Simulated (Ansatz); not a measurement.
**GeAsH (quintet): from Hartree-Fock to the top rungs, cc-pVDZ**

How much of the correlation energy of GeAsH (quintet) does each wave-function method recover here?

Computed with Ansatz 0.2.0, Gaussian basis. Level: cc-pVDZ, core rule «outside noble gas», up to 28 orbitals frozen.

The runs, in order: UHF; CCSD(T) on ROHF; CCSD(T) on UHF; BCCD(T) on ROHF; CISD; CCSDT(Q) on ROHF; CCSDT(Q) on UHF; CASSCF and MRCISD+Q, 10 electrons in 9 orbitals; CASSCF and NEVPT2, 10 electrons in 9 orbitals.

25 further runs of the same task are left out: 9 that didn't finish, 16 set aside as unsound or not needed.

### Step 1. What is computed

The geometry is a PBE0/def2-TZVP stationary point (not a proven minimum) of the parent state, kept for this charge and spin. No spin-orbit coupling is included. The filled d shell of Ge, As may be among the frozen orbitals whatever the setting's name suggests; the logs give the count.

3 atoms, charge 0, spin multiplicity 5.

Atoms are counted from 1 here; the program's logs count them from 0.

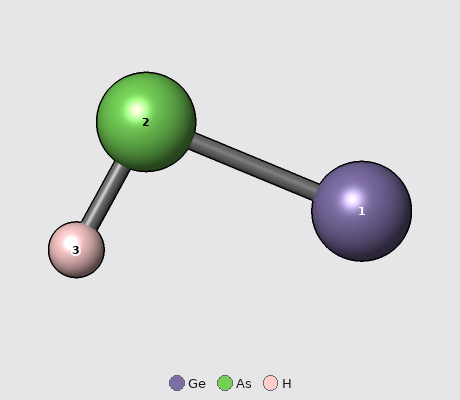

The structure; germanium purple, arsenic green, hydrogen pink; atoms are numbered from 1 in the order of the file.

In the tables R marks a restricted open-shell determinant and U an unrestricted one; 'valence' is the active space of 10 electrons in 9 orbitals; energies count from the table's Hartree-Fock row.

### Step 2. UHF

Contents of in.yaml:

```yaml
crystal:
  periodic: [false, false, false]
  atoms:
    - {symbol: Ge, position_ang: [0.000000, 0.016167, 1.256970]}
    - {symbol: As, position_ang: [0.000000, -0.035655, -1.199925]}
    - {symbol: H, position_ang: [0.000000, 1.485199, -1.394932]}
basis:
  gaussian: {orbitals: cc-pVDZ}
magnetization: {spin_polarized: true, initial_magnetization: 4}
hamiltonian: {xc: hf}
output: {orbitals: {seedname: orbitals}}
```

On the command line:

```
$ ansatz run in.yaml --threads 1 --pin off --events-out ev --progress --plain --max-ram 2393MiB
```

Standard output:

```text
Functional definition: HF
  name "HF"
  cite "Fock, Z. Phys. 61, 126 (1930) doi:10.1007/BF01340294"
  parent pbe
  exchange = exact_x
  correlation = 0
702 factors; integrals over basis functions are off by at most 1.3e-3 eV
mean field evaluation 1: about -117280.6573 eV, gradient 7.4e0 eV
mean field evaluation 2: about -117280.6610 eV, gradient 7.4e0 eV
mean field evaluation 4: about -117281.4357 eV, gradient 1.3e0 eV
mean field evaluation 8: about -117281.4993 eV, gradient 9.3e-2 eV
mean field -117281.50018562 eV, -4310.0156355656 hartree, gradient 3.0e-5 eV, S^2 6.030949; 0 other end points of the search recorded, 0 dependent functions left out
reference -117281.50018562 eV, -4310.0156355656 hartree; 35, 31 occupied and 24, 28 virtual orbitals, 702 factors
Total energy: -117281.50018562 eV, -4310.0156355656 hartree
```

Run time: 2.8 s. Hardware: 1 thread of Arm Neoverse N1, shared host.

From the report: ⟨S²⟩ of the determinant 6.031 (pure quintet: 6.00).

### Step 3. CCSD(T) on ROHF

in.yaml, as its differences from that of step 2:

```diff
@@ -8,4 +8,3 @@
   gaussian: {orbitals: cc-pVDZ}
-magnetization: {spin_polarized: true, initial_magnetization: 4}
-hamiltonian: {xc: hf}
-output: {orbitals: {seedname: orbitals}}
+magnetization: {spin_polarized: false, initial_magnetization: 4}
+correlation: {method: ccsd_t, electrons: outside_noble_gas}
```

Launched as before.

Standard output, shortened:

```text
Functional definition: HF
  name "HF"
  cite "Fock, Z. Phys. 61, 126 (1930) doi:10.1007/BF01340294"
  parent pbe
[...]
702 factors; integrals over basis functions are off by at most 1.3e-3 eV
[...]
mean field -117281.28230445 eV, -4310.0076285800 hartree, gradient 4.9e-6 eV, S^2 6.000000; 5 other end points of the search recorded, 0 dependent functions left out
[...]
determinant -117281.28230445 eV, -4310.0076285800 hartree, with singles and doubles -117285.83571437 eV, -4310.1749633085 hartree
determinant -117278.30005464 eV, -4309.8980329210 hartree, with singles and doubles -117282.94641379 eV, -4310.0687834703 hartree
determinant -117278.01948943 eV, -4309.8877223399 hartree, with singles and doubles -117282.53650136 eV, -4310.0537194666 hartree
determinant -117277.99683628 eV, -4309.8868898518 hartree, with singles and doubles -117282.60887730 eV, -4310.0563792334 hartree
28 core orbitals not correlated: weight in the atoms' cores, before any rotation towards them, 1.000 or more for the frozen orbitals, at most 0.000 for the correlated occupied ones
reference -117281.28230445 eV, -4310.0076285800 hartree; 7, 3 occupied and 24, 28 virtual orbitals, 702 factors
second order -3.63270628 eV of doubles, -0.10282738 eV of singles
cycle   1  -4.55339951 eV  change    1.0e-5 eV  update   9.4e-4
[...]
cycle   7  -4.55341189 eV  change    1.6e-6 eV  update   5.0e-6
perturbative correction -0.12876506 eV, -0.0047320286 hartree
Total energy: -117285.96448140 eV, -4310.1796954093 hartree
```

Run time: 12 s. Hardware: 1 thread of Arm Neoverse N1, shared host.

From the report: correlation -4.6822 eV; T1 0.025; largest double amplitude 0.07.

### Step 4. CCSD(T) on UHF

in.yaml, as its differences from that of step 3:

```diff
@@ -8,3 +8,3 @@
   gaussian: {orbitals: cc-pVDZ}
-magnetization: {spin_polarized: false, initial_magnetization: 4}
+magnetization: {spin_polarized: true, initial_magnetization: 4}
 correlation: {method: ccsd_t, electrons: outside_noble_gas}
```

Same command.

Standard output, shortened:

```text
Functional definition: HF
  name "HF"
  cite "Fock, Z. Phys. 61, 126 (1930) doi:10.1007/BF01340294"
  parent pbe
[...]
702 factors; integrals over basis functions are off by at most 1.3e-3 eV
[...]
mean field -117281.50018562 eV, -4310.0156355656 hartree, gradient 2.1e-6 eV, S^2 6.030949; 3 other end points of the search recorded, 0 dependent functions left out
determinant -117281.50018562 eV, -4310.0156355656 hartree, with singles and doubles -117285.86082317 eV, -4310.1758860399 hartree
determinant -117278.47563070 eV, -4309.9044852223 hartree, with singles and doubles -117282.96704471 eV, -4310.0695416427 hartree
determinant -117278.22155927 eV, -4309.8951482694 hartree, with singles and doubles -117282.63163220 eV, -4310.0572154602 hartree
determinant -117278.05221191 eV, -4309.8889248689 hartree, with singles and doubles -117282.55054910 eV, -4310.0542357113 hartree
28 core orbitals not correlated: weight in the atoms' cores, before any rotation towards them, 1.000 or more for the frozen orbitals, at most 0.000 for the correlated occupied ones
reference -117281.50018562 eV, -4310.0156355656 hartree; 7, 3 occupied and 24, 28 virtual orbitals, 702 factors
second order -3.49409513 eV of doubles, -0.00000000 eV of singles
cycle   1  -4.36070409 eV  change   -6.7e-5 eV  update   1.0e-3
[...]
cycle   7  -4.36086687 eV  change    1.5e-6 eV  update   3.6e-6
perturbative correction -0.12311151 eV, -0.0045242647 hartree
Total energy: -117285.98416400 eV, -4310.1804187317 hartree
```

Wall time 9.5 s (1 thread of Arm Neoverse N1, shared host).

From the report: ⟨S²⟩ of the determinant 6.031 (pure quintet: 6.00); correlation -4.4840 eV; T1 0.020; largest double amplitude 0.07.

### Step 5. BCCD(T) on ROHF

in.yaml, as its differences from that of step 4:

```diff
@@ -8,3 +8,3 @@
   gaussian: {orbitals: cc-pVDZ}
-magnetization: {spin_polarized: true, initial_magnetization: 4}
-correlation: {method: ccsd_t, electrons: outside_noble_gas}
+magnetization: {spin_polarized: false, initial_magnetization: 4}
+correlation: {method: bccd_t, electrons: outside_noble_gas}
```

The command is unchanged.

Standard output, shortened:

```text
Functional definition: HF
  name "HF"
  cite "Fock, Z. Phys. 61, 126 (1930) doi:10.1007/BF01340294"
  parent pbe
[...]
702 factors; integrals over basis functions are off by at most 1.3e-3 eV
[...]
mean field -117281.28230445 eV, -4310.0076285800 hartree, gradient 4.9e-6 eV, S^2 6.000000; 5 other end points of the search recorded, 0 dependent functions left out
[...]
determinant -117281.28230445 eV, -4310.0076285800 hartree, with singles and doubles -117285.83571437 eV, -4310.1749633085 hartree
determinant -117278.30005464 eV, -4309.8980329210 hartree, with singles and doubles -117282.94641379 eV, -4310.0687834703 hartree
determinant -117278.01948943 eV, -4309.8877223399 hartree, with singles and doubles -117282.53650136 eV, -4310.0537194666 hartree
determinant -117277.99683628 eV, -4309.8868898518 hartree, with singles and doubles -117282.60887730 eV, -4310.0563792334 hartree
28 core orbitals not correlated: weight in the atoms' cores, before any rotation towards them, 1.000 or more for the frozen orbitals, at most 0.000 for the correlated occupied ones
reference -117281.28230445 eV, -4310.0076285800 hartree; 7, 3 occupied and 24, 28 virtual orbitals, 702 factors
second order -3.63270628 eV of doubles, -0.10282738 eV of singles
cycle   1  -4.55785177 eV  change   -4.4e-3 eV  update   6.6e-3
[...]
cycle   9  -4.55485752 eV  change    3.9e-6 eV  update   8.3e-6
perturbative correction -0.12716821 eV, -0.0046733455 hartree
Total energy: -117285.96433018 eV, -4310.1796898521 hartree
```

It took 12 s on 1 thread of Arm Neoverse N1, shared host.

From the report: correlation -4.6820 eV; largest double amplitude 0.07.

### Step 6. CISD

in.yaml, as its differences from that of step 5:

```diff
@@ -9,2 +9,2 @@
 magnetization: {spin_polarized: false, initial_magnetization: 4}
-correlation: {method: bccd_t, electrons: outside_noble_gas}
+correlation: {active_space: {ras: {orbitals: [3, 4, 24], electrons: 10, max_holes: 2, max_particles: 2}, fixed_orbitals: true}}
```

The command is unchanged.

Standard output:

```text
Functional definition: HF
  name "HF"
  cite "Fock, Z. Phys. 61, 126 (1930) doi:10.1007/BF01340294"
  parent pbe
  exchange = exact_x
  correlation = 0
702 factors; integrals over basis functions are off by at most 1.3e-3 eV
mean field evaluation 1: about -117280.5696 eV, gradient 8.5e0 eV
mean field evaluation 2: about -117280.5717 eV, gradient 8.5e0 eV
mean field evaluation 4: about -117281.2453 eV, gradient 1.1e0 eV
mean field evaluation 8: about -117281.2758 eV, gradient 2.3e-1 eV
mean field evaluation 16: about -117281.2159 eV, gradient 1.0e0 eV
mean field -117281.28230445 eV, -4310.0076285800 hartree, gradient 4.9e-6 eV, S^2 6.000000; 2 other end points of the search recorded, 0 dependent functions left out
reference -117281.28230445 eV, -4310.0076285800 hartree; 35, 31 occupied and 24, 28 virtual orbitals, 702 factors
state -117285.58493846 eV, -4310.1657474635 hartree
Total energy: -117285.58493846 eV, -4310.1657474635 hartree
```

Run time: 6 s. Hardware: 1 thread of Arm Neoverse N1, shared host.

From the report: 70,829 determinants.

### Step 7. CCSDT(Q) on ROHF

in.yaml, as its differences from that of step 6:

```diff
@@ -9,2 +9,2 @@
 magnetization: {spin_polarized: false, initial_magnetization: 4}
-correlation: {active_space: {ras: {orbitals: [3, 4, 24], electrons: 10, max_holes: 2, max_particles: 2}, fixed_orbitals: true}}
+correlation: {method: ccsdt_q, electrons: outside_noble_gas}
```

The command is unchanged.

Standard output, shortened:

```text
Functional definition: HF
  name "HF"
  cite "Fock, Z. Phys. 61, 126 (1930) doi:10.1007/BF01340294"
  parent pbe
[...]
1172 factors; integrals over basis functions are off by at most 2.4e-7 eV
[...]
mean field -117281.28241566 eV, -4310.0076326670 hartree, gradient 1.2e-6 eV, S^2 6.000000; 5 other end points of the search recorded, 0 dependent functions left out
determinant -117281.28241566 eV, -4310.0076326670 hartree, with singles and doubles -117285.83582575 eV, -4310.1749674016 hartree
determinant -117278.30016004 eV, -4309.8980367945 hartree, with singles and doubles -117282.94648358 eV, -4310.0687860350 hartree
determinant -117278.01959558 eV, -4309.8877262409 hartree, with singles and doubles -117282.53659698 eV, -4310.0537229804 hartree
determinant -117277.99694680 eV, -4309.8868939136 hartree, with singles and doubles -117282.60899085 eV, -4310.0563834060 hartree
28 core orbitals not correlated: weight in the atoms' cores, before any rotation towards them, 1.000 or more for the frozen orbitals, at most 0.000 for the correlated occupied ones
reference -117281.28241566 eV, -4310.0076326670 hartree; 7, 3 occupied and 24, 28 virtual orbitals, 1172 factors
second order -3.63271597 eV of doubles, -0.10282686 eV of singles
cycle   1  -4.32555127 eV  change   -5.9e-1 eV  update   7.3e-2
[...]
cycle  16  -4.70763230 eV  change   -2.2e-7 eV  update   6.8e-7
perturbative correction -0.00758818 eV, -0.0002788605 hartree
Total energy: -117285.99763614 eV, -4310.1809138236 hartree
```

Wall time 30 s (1 thread of Arm Neoverse N1, shared host); peak memory 0.3 GiB.

From the report: correlation -4.7152 eV; T1 0.026; largest double amplitude 0.08.

### Step 8. CCSDT(Q) on UHF

in.yaml, as its differences from that of step 7:

```diff
@@ -8,3 +8,3 @@
   gaussian: {orbitals: cc-pVDZ}
-magnetization: {spin_polarized: false, initial_magnetization: 4}
+magnetization: {spin_polarized: true, initial_magnetization: 4}
 correlation: {method: ccsdt_q, electrons: outside_noble_gas}
```

Launched as before.

Standard output, shortened:

```text
Functional definition: HF
  name "HF"
  cite "Fock, Z. Phys. 61, 126 (1930) doi:10.1007/BF01340294"
  parent pbe
[...]
1172 factors; integrals over basis functions are off by at most 2.4e-7 eV
[...]
mean field -117281.50029672 eV, -4310.0156396482 hartree, gradient 7.0e-6 eV, S^2 6.030950; 2 other end points of the search recorded, 0 dependent functions left out
determinant -117281.50029672 eV, -4310.0156396482 hartree, with singles and doubles -117285.86093524 eV, -4310.1758901584 hartree
determinant -117278.47573802 eV, -4309.9044891664 hartree, with singles and doubles -117282.96715307 eV, -4310.0695456248 hartree
determinant -117278.22166972 eV, -4309.8951523285 hartree, with singles and doubles -117282.63174531 eV, -4310.0572196171 hartree
28 core orbitals not correlated: weight in the atoms' cores, before any rotation towards them, 1.000 or more for the frozen orbitals, at most 0.000 for the correlated occupied ones
reference -117281.50029672 eV, -4310.0156396482 hartree; 7, 3 occupied and 24, 28 virtual orbitals, 1172 factors
second order -3.49410336 eV of doubles, -0.00000000 eV of singles
cycle   1  -4.10249193 eV  change   -6.1e-1 eV  update   7.5e-2
[...]
cycle  16  -4.51042185 eV  change   -3.1e-7 eV  update   6.7e-7
perturbative correction -0.00721805 eV, -0.0002652584 hartree
Total energy: -117286.01793662 eV, -4310.1816598523 hartree
```

Wall time 25 s (1 thread of Arm Neoverse N1, shared host); peak memory 0.25 GiB.

From the report: ⟨S²⟩ of the determinant 6.031 (pure quintet: 6.00); correlation -4.5176 eV; T1 0.021; largest double amplitude 0.08.

### Step 9. CASSCF and MRCISD+Q, 10 electrons in 9 orbitals

Contents of in.yaml:

```yaml
crystal:
  periodic: [false, false, false]
  atoms:
    - {symbol: Ge, position_ang: [0.000000, 0.016167, 1.256970]}
    - {symbol: As, position_ang: [0.000000, -0.035655, -1.199925]}
    - {symbol: H, position_ang: [0.000000, 1.485199, -1.394932]}
basis:
  gaussian: {orbitals: cc-pVDZ}
magnetization: {spin_polarized: false, initial_magnetization: 4}
correlation: {method: fic_mrcisd_q, electrons: outside_noble_gas, active_space: {window: {electrons: 10, orbitals: 9}, shells: [{species: As, l: s, shell: 4}, {species: As, l: p, shell: 4}, {species: Ge, l: s, shell: 4}, {species: Ge, l: p, shell: 4}, {species: H, l: s, shell: 1}]}}
```

Launched as before.

Standard output, shortened:

```text
Functional definition: HF
  name "HF"
  cite "Fock, Z. Phys. 61, 126 (1930) doi:10.1007/BF01340294"
  parent pbe
[...]
1172 factors; integrals over basis functions are off by at most 2.4e-7 eV
[...]
mean field -117281.28241566 eV, -4310.0076326670 hartree, gradient 1.2e-6 eV, S^2 6.000000; 2 other end points of the search recorded, 0 dependent functions left out
reference -117281.28241566 eV, -4310.0076326670 hartree; 35, 31 occupied and 24, 28 virtual orbitals, 1172 factors
state -117282.36011771 eV, -4310.0472374871 hartree
contracted CI cycle   1: correlation 0.00000000 eV, 0.0000000000 hartree, residual 1.25e1 eV
contracted CI cycle   2: correlation -3.25717833 eV, -0.1196990960 hartree, residual 2.28e0 eV
contracted CI cycle   3: correlation -3.35749936 eV, -0.1233858256 hartree, residual 4.03e-1 eV
contracted CI cycle   4: correlation -3.36077910 eV, -0.1235063540 hartree, residual 8.87e-2 eV
contracted CI cycle   5: correlation -3.36092868 eV, -0.1235118510 hartree, residual 2.06e-2 eV
contracted CI cycle   6: correlation -3.36093659 eV, -0.1235121417 hartree, residual 4.53e-3 eV
contracted CI cycle   7: correlation -3.36093696 eV, -0.1235121550 hartree, residual 1.05e-3 eV
contracted CI cycle   8: correlation -3.36093698 eV, -0.1235121558 hartree, residual 2.32e-4 eV
state -117282.36011771 eV, -4310.0472374871 hartree; corrected -117285.99193919 eV, -4310.1807044646 hartree
Total energy: -117285.99193919 eV, -4310.1807044646 hartree
Checks for a lower state left out: starts, orbital_swaps
```

Run time: 17 s. Hardware: 1 thread of Arm Neoverse N1, shared host; peak memory 0.35 GiB.

From the report: 1,512 determinants; active occupations 1.99, 1.97, 1.97, 1.00, 1.00, 1.00, 1.00, 0.04, 0.03.

### Step 10. CASSCF and NEVPT2, 10 electrons in 9 orbitals

Contents of in.yaml:

```yaml
crystal:
  periodic: [false, false, false]
  atoms:
    - {symbol: Ge, position_ang: [0.000000, 0.016167, 1.256970]}
    - {symbol: As, position_ang: [0.000000, -0.035655, -1.199925]}
    - {symbol: H, position_ang: [0.000000, 1.485199, -1.394932]}
basis:
  gaussian: {orbitals: cc-pVDZ}
magnetization: {spin_polarized: false, initial_magnetization: 4}
correlation: {method: sc_nevpt2, electrons: outside_noble_gas, active_space: {window: {electrons: 10, orbitals: 9}, shells: [{species: As, l: s, shell: 4}, {species: As, l: p, shell: 4}, {species: Ge, l: s, shell: 4}, {species: Ge, l: p, shell: 4}, {species: H, l: s, shell: 1}]}}
```

The command is unchanged.

Standard output:

```text
Functional definition: HF
  name "HF"
  cite "Fock, Z. Phys. 61, 126 (1930) doi:10.1007/BF01340294"
  parent pbe
  exchange = exact_x
  correlation = 0
1172 factors; integrals over basis functions are off by at most 2.4e-7 eV
mean field evaluation 1: about -117280.5450 eV, gradient 8.5e0 eV
mean field evaluation 2: about -117280.5716 eV, gradient 8.5e0 eV
mean field evaluation 4: about -117281.2454 eV, gradient 1.1e0 eV
mean field evaluation 8: about -117281.2759 eV, gradient 2.3e-1 eV
mean field evaluation 16: about -117279.5273 eV, gradient 7.8e0 eV
mean field -117281.28241566 eV, -4310.0076326670 hartree, gradient 1.2e-6 eV, S^2 6.000000; 2 other end points of the search recorded, 0 dependent functions left out
reference -117281.28241566 eV, -4310.0076326670 hartree; 35, 31 occupied and 24, 28 virtual orbitals, 1172 factors
state -117282.36011771 eV, -4310.0472374871 hartree
state -117282.36011771 eV, -4310.0472374871 hartree; corrected -117285.15008019 eV, -4310.1497667168 hartree
Total energy: -117285.15008019 eV, -4310.1497667168 hartree
Checks for a lower state left out: starts, orbital_swaps
```

Wall time 14 s (1 thread of Arm Neoverse N1, shared host).

From the report: 1,512 determinants; active occupations 1.99, 1.97, 1.97, 1.00, 1.00, 1.00, 1.00, 0.04, 0.03.

### Step 11. How many determinants matter

Natural occupations of the CASSCF valence state about the gap (report; correlated orbitals 2 to 9): 1.971, 1.965, 1.002, 1.002, 1.000, 0.999, 0.039, 0.031. The count of effectively unpaired electrons, Σ n²(2 − n)², is 4.02; a single determinant of this spin has 4.

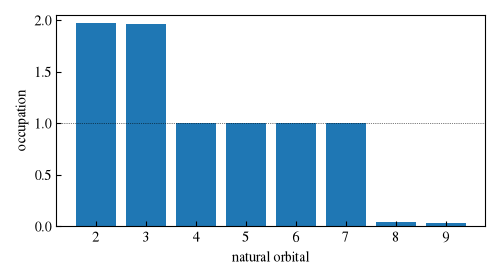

Natural occupations of the CASSCF valence state.

### Step 12. The ladder

No level here is safe as a reference; RCCSDT(Q) serves as a yardstick only. Rows without a time come out of other runs: HF, MP2 and CCSD of CCSD(T), CCSDT of CCSDT(Q), CASSCF and MRCISD of the multireference runs.

Differences are taken before rounding.

```tsv
method	energy from the lowest ROHF (kJ/mol)	from RCCSDT(Q) (kJ/mol)	time
ROHF	0.0	+455.0	
UHF	-21.0	+433.9	
RMP2	-360.4	+94.5	
UMP2	-358.2	+96.8	
CISD	-415.1	+39.8	6 s
RCCSD	-439.3	+15.6	
UCCSD	-441.8	+13.2	
RCCSD(T)	-451.8	+3.2	12 s
UCCSD(T)	-453.7	+1.3	9.5 s
BCCD(T)	-451.7	+3.2	12 s
RCCSDT	-454.2	+0.7	
UCCSDT	-456.2	-1.3	
RCCSDT(Q)	-455.0	0	30 s
UCCSDT(Q)	-456.9	-2.0	25 s
CASSCF valence	-104.0	+351.0	
NEVPT2 valence	-373.2	+81.8	14 s
MRCISD valence	-428.3	+26.7	
MRCISD+Q valence	-454.4	+0.5	17 s
```

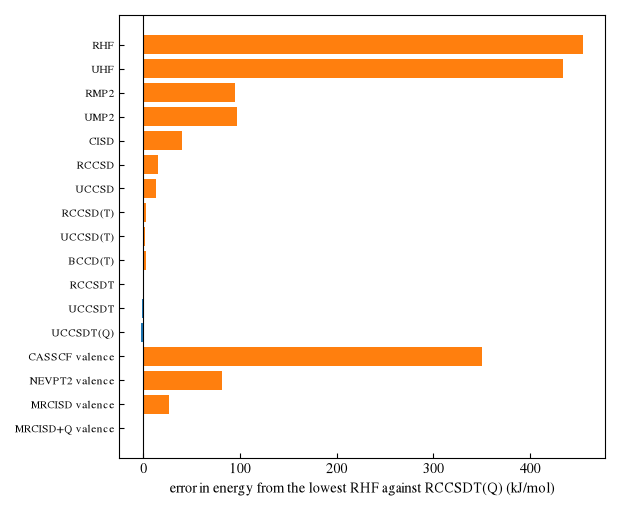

How far each level lands from RCCSDT(Q).

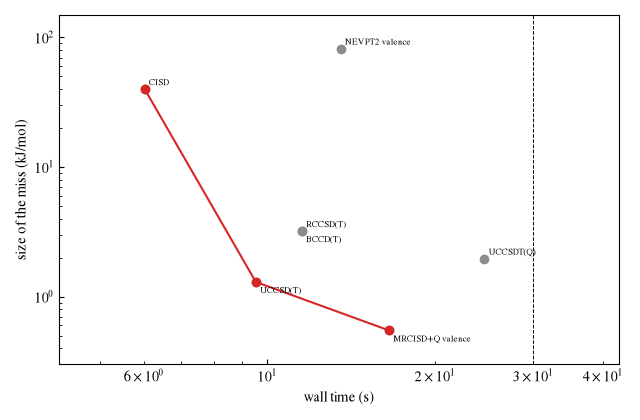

Accuracy for the time spent; red marks the levels that beat every quicker one drawn (of those quicker than the yardstick), and the dashed line is the time of RCCSDT(Q). Times are from a shared host.

### Step 13. Results

| quantity | value |
| --- | --- |
| RCCSDT(Q) from the ROHF energy | -4.7153 eV |
| RMP2 from RCCSDT(Q) | +94.5 kJ/mol |
| UMP2 from RCCSDT(Q) | +96.8 kJ/mol |
| RCCSD from RCCSDT(Q) | +15.6 kJ/mol |
| RCCSD(T) from RCCSDT(Q) | +3.2 kJ/mol |
| UCCSD(T) from RCCSDT(Q) | +1.3 kJ/mol |
| UCCSDT(Q) from RCCSDT(Q) | -2.0 kJ/mol |
| NEVPT2 valence from RCCSDT(Q) | +81.8 kJ/mol |
| MRCISD+Q valence from RCCSDT(Q) | +0.5 kJ/mol |
| T1 diagnostic | 0.025 |
| effectively unpaired electrons | 4.02 |

**Reading.** RCCSD(T) lands +3.2 kJ/mol from the yardstick (0.7 % of the correlation energy). One determinant dominates.

With open shells the CI space here admits some triples and quadruples, so it is larger than plain CISD.
